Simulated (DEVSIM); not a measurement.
Device: abrupt InP n-p junction, at 300 K.

```csv
layer (left to right),material,thickness (μm),Nd (cm⁻³),Na (cm⁻³),τn (s),τp (s)
1,InP,0.240,2.2e15,-,2.2e-8,2.2e-8
2,InP,2.40,-,3.8e15,2.2e-9,2.2e-8
```

Left contact: ohmic. Right contact: ohmic. Voltage is applied to the left contact. Recombination: SRH at mid-gap, radiative, Auger. Mobility is μmin + (μ − μmin)/(1 + (N/Nref)^α).

The device is made up for the run: typed textbook-type constants, with dimensions and the other settings drawn at random. Values at 300 K.

```
parameter          InP
-------------  -------
gap (eV)         1.344
affinity (eV)     4.38
permittivity      12.5
Nc (cm⁻³)       5.7e17
Nv (cm⁻³)       1.1e19
μn (cm²/Vs)       5200
μp (cm²/Vs)        170
μn,min             400
μp,min              10
Nref,n            3e17
Nref,p          4.9e17
αn                0.47
αp                0.62
B (cm³/s)      1.2e-10
Cn (cm⁶/s)       9e-31
Cp (cm⁶/s)       9e-31
```

Model (solved in DEVSIM): 1D drift-diffusion, Boltzmann statistics, complete ionisation; no tunnelling, impact ionisation, image-force lowering or self-heating.

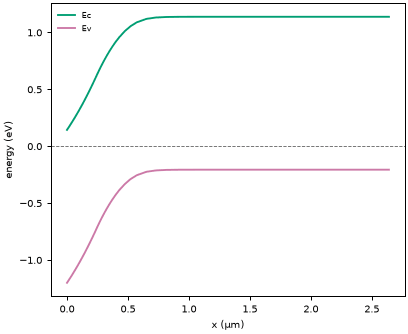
Figure. Band edges at zero bias

Energies count from the Fermi level of the right contact; mesh points crowd at the junctions.

```csv
x (μm),Ec (eV),Ev (eV),n (cm⁻³),p (cm⁻³),field (V/cm)
0.000,0.144,-1.200,2.2e15,< 1e2,16000
0.01591,0.170,-1.174,8.1e14,< 1e2,16000
0.04017,0.210,-1.134,1.7e14,< 1e2,17000
0.07717,0.276,-1.068,1.3e13,< 1e2,18000
0.1466,0.410,-0.934,7.4e10,2200,20000
0.1892,0.500,-0.844,2.3e9,72000,22000
0.2171,0.562,-0.782,2.1e8,800000,23000
0.2397,0.614,-0.730,2.8e7,6000000,23000
0.2551,0.649,-0.695,7100000,2.3e7,23000
0.2795,0.703,-0.641,890000,1.9e8,21000
0.3231,0.790,-0.554,30000,5.4e9,19000
0.4279,0.957,-0.387,< 1e2,3.5e12,13000
0.5727,1.089,-0.254,< 1e2,5.8e14,5400
0.8162,1.136,-0.208,< 1e2,3.5e15,270
1.401,1.138,-0.206,< 1e2,3.8e15,≈ 0
1.907,1.138,-0.206,< 1e2,3.8e15,≈ 0
2.214,1.138,-0.206,< 1e2,3.8e15,≈ 0
2.397,1.138,-0.206,< 1e2,3.8e15,≈ 0
2.529,1.138,-0.206,< 1e2,3.8e15,≈ 0
2.584,1.138,-0.206,< 1e2,3.8e15,≈ 0
2.616,1.138,-0.206,< 1e2,3.8e15,≈ 0
2.640,1.138,-0.206,< 1e2,3.8e15,≈ 0
```
